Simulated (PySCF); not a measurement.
KS (doublet)

```xyz
2

K     0.0000    0.0000   -1.2764
S     0.0000    0.0000    1.5556
```

Level of theory: PySCF, PBE0/x2c-TZVPPall, spin-free X2C-1e, Gaussian nucleus, at a bond length of 2.832 Å.

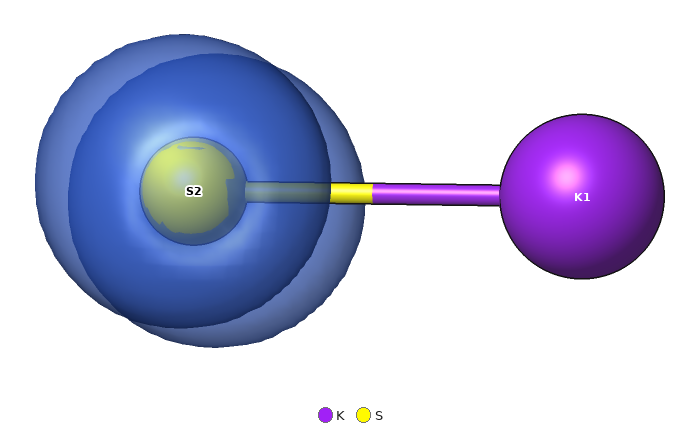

Figure 1. Isosurface of the spin density (α minus β) at +0.03 e/Å³ (blue), seen from one side.

### Where is the unpaired spin?

The unpaired spin (1 electron) lies mostly on S2 (about 1.0), in electrons by Hirshfeld's partition.

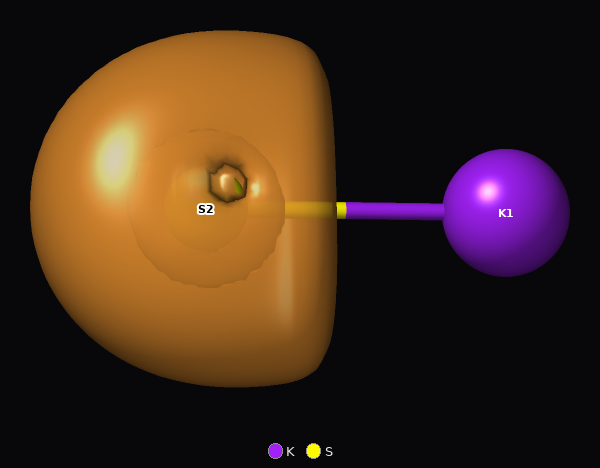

Figure 2. Isosurface of the electron localisation function at 0.75 (orange), seen from one side. Only the valence region is drawn (cores and ρ < 0.01 e/Å³ removed).

### Identify the bonds, lone pairs and shells in this picture.

At this value the surface marks out one region wrapped around S (its valence shell). Profiles from the grid: K–S (2.83 Å): the ELF peaks at about 0.90 in the valence shell of S, 0.9 Å from its nucleus, and is about 0.25 at the midpoint (a closed-shell, largely ionic contact).

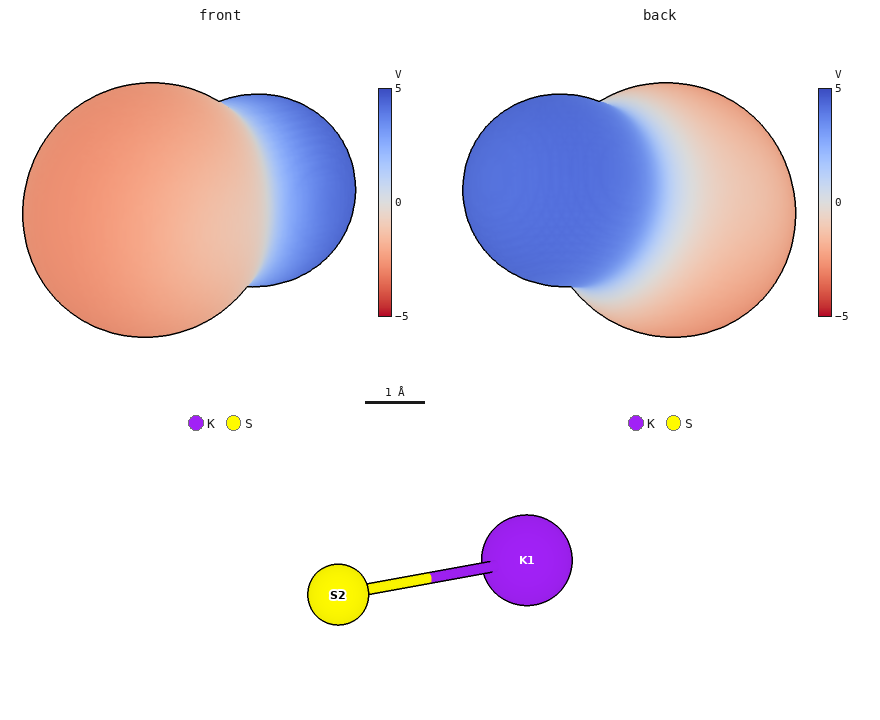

Figure 3. The electrostatic potential painted on the density surface at 0.002 e/bohr³, seen from the front and from behind; the colour scale runs from red (negative) to blue (positive). The bare structure is drawn below in the same view.

### Where is the surface potential most negative and most positive?

The most negative region (about −2.6 V, or −60 kcal/mol for a unit charge) lies over S2, the most positive (about +4.2 V, or +97 kcal/mol for a unit charge) over K1.
